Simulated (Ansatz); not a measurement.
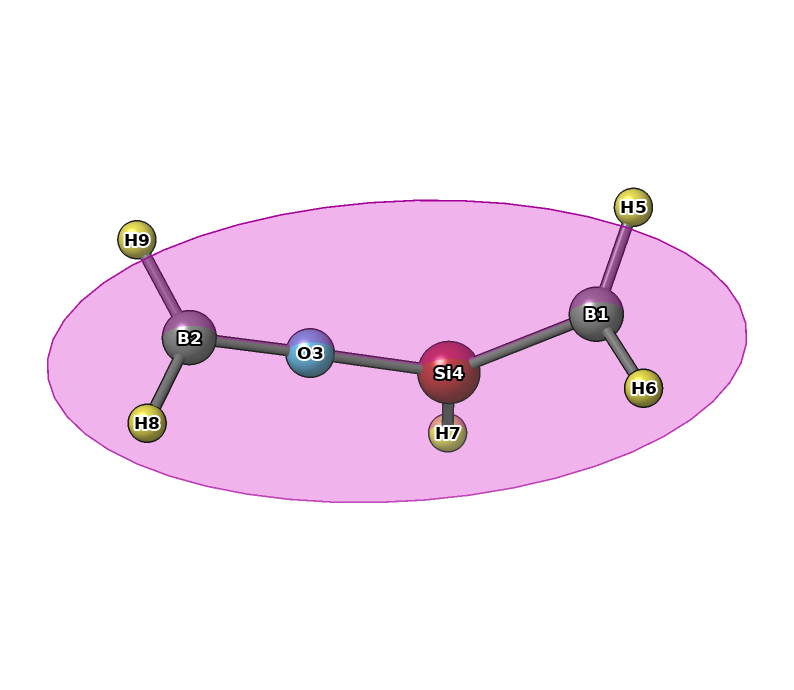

A disc through the centre of mass is drawn in. Distant atoms are faded towards the background colour. The species has charge +1 and is a spin singlet. Computed geometry: PBE-D4/def2-SVP optimisation. No frequency run is at hand to confirm it as a minimum.

Is the plane of the disc a mirror plane of the structure?

Answer. Yes. The reflection leaves B1, B2, O3, Si4, H7 in place and moves H5 ↔ H6; H8 ↔ H9. The point group is Cs.
